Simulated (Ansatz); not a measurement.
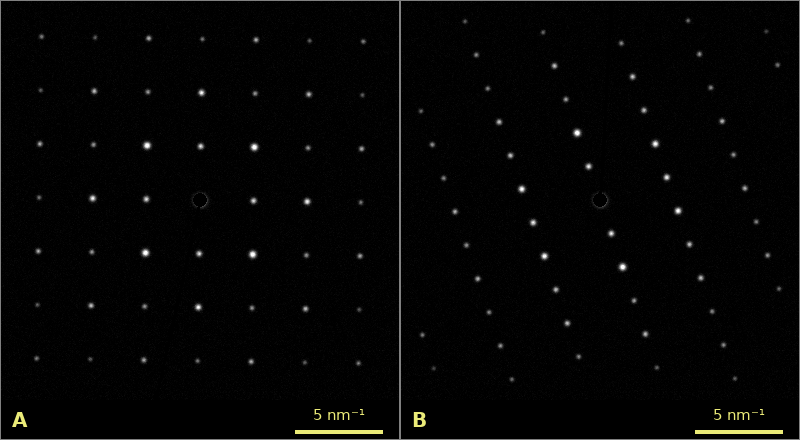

Kinematic electron diffraction patterns (200 kV, B = 0.5 Å², same scale, each along a low-index zone) of two structures of composition MgMo, each relaxed at zero pressure with Ansatz 0.2.0, DFT PBE, scalar-relativistic, plane waves, PAW.

The structures (standard cells):
1. Pm-3m (No. 221), a = 3.243 Å, 2 atoms; generated start, possibly hypothetical
2. P-6m2 (No. 187), a = 2.848 Å, c = 4.912 Å (hexagonal axes), 2 atoms; generated start, possibly hypothetical

Which pattern belongs to which structure, and along which zone?

Answer. A is structure 1 along [001] or an equivalent direction: square net of 1 0 0 at d = 3.24 Å and 0 1 0 at d = 3.24 Å, 90.0° apart. B is structure 2 along [100] or an equivalent direction: rectangular net of 0 0 1 at d = 4.91 Å and 0 1 0 at d = 2.47 Å, 90.0° apart.

Rank the structures by their computed energy.

Answer. Structure 2 (P-6m2, 17.25 Å³ an atom) is the lowest of these; structure 1 (Pm-3m, 17.05 Å³ an atom) lies about 410 meV an atom higher. These are static energies at 0 K; other structures, not shown, may lie lower still.
